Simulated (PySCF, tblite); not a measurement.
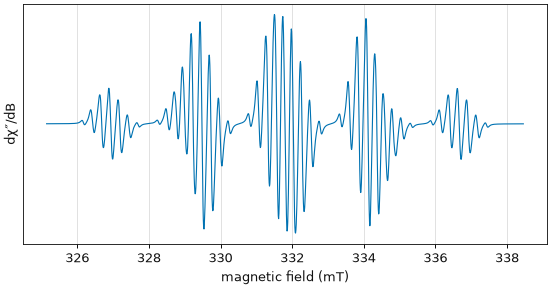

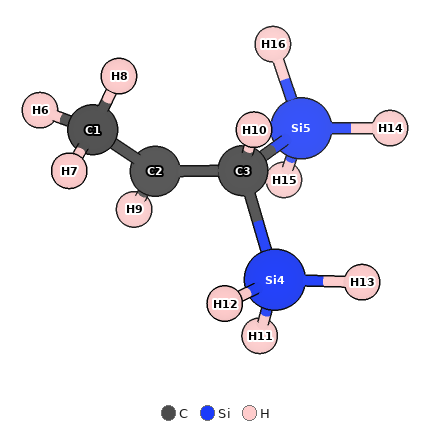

First-order isotropic EPR spectrum (fast tumbling, first derivative) of C₃H₁₁Si₂, SMILES C[CH]C([SiH3])[SiH3], doublet at 9.30 GHz, Lorentzian lines of 0.13 mT full width at half height, from computed g and hyperfine couplings (B3LYP/pcH-1, PySCF 2.14.0, at a GFN2-xTB geometry (a minimum by its frequencies), gas phase); values of one conformer, averaged over methyl-type rotors alone; other conformers aren't averaged in; no vibrational averaging; dilute isotopes left out. The SMILES is one Lewis form and needn't show where the spin sits.

Which couplings does the calculation give? The spectrum shows the sizes of those above the line width, not their signs.

```
       nuclei  isotope  a (mT)  a (MHz)
   H6, H7, H8       ¹H    2.54     71.3
           H9       ¹H   −2.10    −58.7
H11, H12, H13       ¹H    0.28      7.9
H14, H15, H16       ¹H    0.24      6.8
          H10       ¹H    0.03      0.7
```

What is the g value, and how wide is the spectrum?

g_iso = 2.0026, which centres the spectrum at 331.8 mT; it spans 11.3 mT.

Note: the tight-binding geometry is rougher than a DFT one and adds to the error.
